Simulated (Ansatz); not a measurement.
## Electronic structure of C2H11NOSi2 in real space

The calculation's input:

```
crystal:
  periodic: [false, false, false]
  atoms:
    - symbol: C
      position_ang: [2.167071, 1.859904, 1.320139]
    - symbol: C
      position_ang: [1.097773, -2.172735, 0.996090]
    - symbol: N
      position_ang: [-0.818707, 0.123057, 1.045286]
    - symbol: O
      position_ang: [1.981523, 0.465642, 1.360254]
    - symbol: Si
      position_ang: [0.782148, -0.382565, 0.561743]
    - symbol: Si
      position_ang: [-2.052287, 1.010056, 0.184747]
    - symbol: H
      position_ang: [1.275675, 2.408104, 1.679204]
    - symbol: H
      position_ang: [2.397811, 2.218930, 0.298552]
    - symbol: H
      position_ang: [3.015539, 2.125785, 1.971151]
    - symbol: H
      position_ang: [0.860010, -0.116160, -0.904500]
    - symbol: H
      position_ang: [2.120918, -2.468239, 0.714358]
    - symbol: H
      position_ang: [0.991307, -2.337403, 2.081123]
    - symbol: H
      position_ang: [0.387628, -2.835516, 0.476533]
    - symbol: H
      position_ang: [-1.069777, -0.137274, 1.999348]
    - symbol: H
      position_ang: [-1.507128, 1.368368, -1.153937]
    - symbol: H
      position_ang: [-3.302598, 0.209790, 0.001582]
    - symbol: H
      position_ang: [-2.442284, 2.262116, 0.904668]
basis:
  gaussian: {orbitals: def2-SVPD}
output: {forces: true, orbitals: {seedname: orbitals}}
hamiltonian: {xc: {name: PBE0}}
magnetization: {spin_polarized: false}
```

Command:

```sh
ansatz run input.yaml --threads 2 --pin off --max-ram 5220MiB --events-out events.jsonl --progress --plain --runs-dir runs
```

Geometry: B3LYP/def2-SVP.

Theory: isolated molecule in a Gaussian basis; Kohn-Sham density functional theory, functional PBE0 in Ansatz 0.2.0.

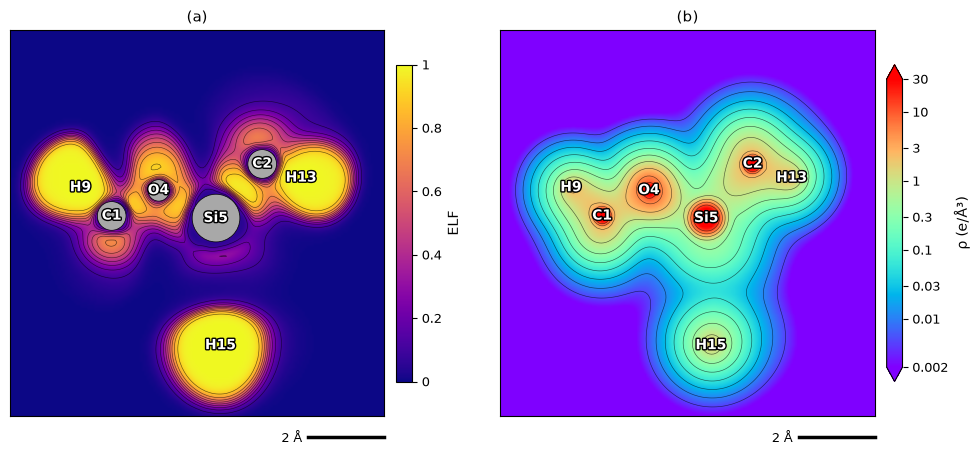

Figure 1. (a) ELF; (b) electron density on the plane of atoms C2, Si5 and O4. Grey discs cover the atomic cores in the ELF map.

### Interpret the plot.

Atoms in the plane: C, O, Si and H.
C–O (1.41 Å): ρ at the midpoint is about 2 e/Å³, with its minimum of 1.7 e/Å³ about 0.5 Å from C; the ELF peaks at about 0.90 between the atoms (a polar covalent bond).
Si–O (1.67 Å): the density is about 1.1 e/Å³ at the midpoint; the ELF peaks at about 0.90 between the atoms: a shared but strongly polarised pair.
C–Si (1.87 Å): the density is about 0.99 e/Å³ at the midpoint; the ELF peaks at about 0.95 between the atoms: localised, covalent bonding.
C–H (1.10 Å): ρ at the midpoint is about 2 e/Å³; the ELF climbs to about 1 towards the hydrogen, as it does in any bond to H; a covalent bond by its length.
The ELF also peaks beside O4, away from the bonds: lone-pair regions.

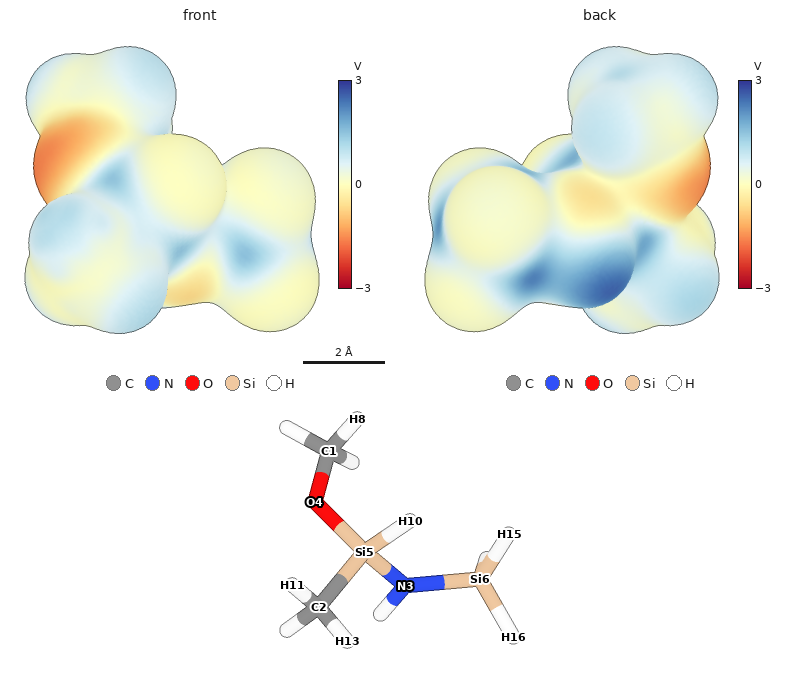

Figure 2. The molecular electrostatic potential painted on the density surface at 0.004 e/bohr³, seen from the front and from behind; the colour scale runs from red (negative) to blue (positive). The bare structure is drawn below in the same view.

### Where is the surface potential most negative and most positive?

The most negative region (about −1.6 V) lies over O4, the most positive (about +2.4 V) over H14. O4 is the likeliest acceptor of a hydrogen bond.

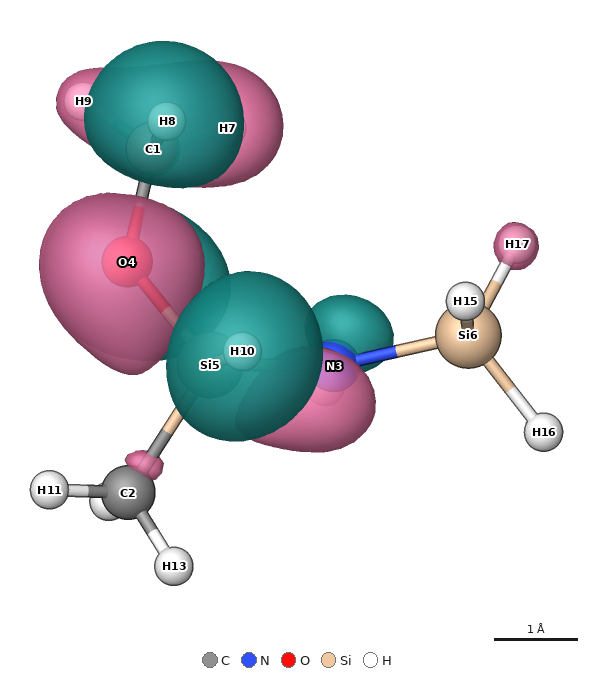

Figure 3. The HOMO−1 at ±0.08 Å⁻³ᐟ² (teal and pink are the two phases), seen across its widest extent.

### What is the character of this orbital?

It lies mainly on O4 (about 50 %), C1 (about 10 %), Si5 (about 10 %), H8 (about 10 %) and H10 (about 10 %). Its energy is −8.11 eV.

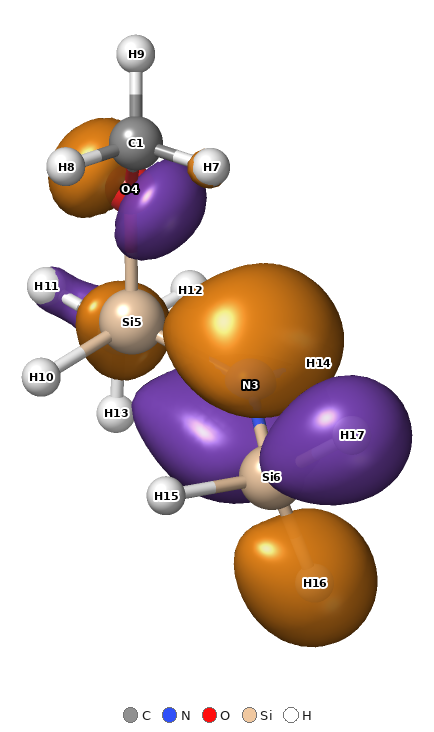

Figure 4. The HOMO at ±0.1 Å⁻³ᐟ² (orange and purple are the two phases), seen at an oblique angle.

### Describe this orbital and give its energy.

Its weight (Hirshfeld) is mainly on N3 (about 50 %), Si6 (about 10 %), O4 (about 10 %), H16 (about 5 %) and H17 (about 5 %). Its energy is −7.50 eV.
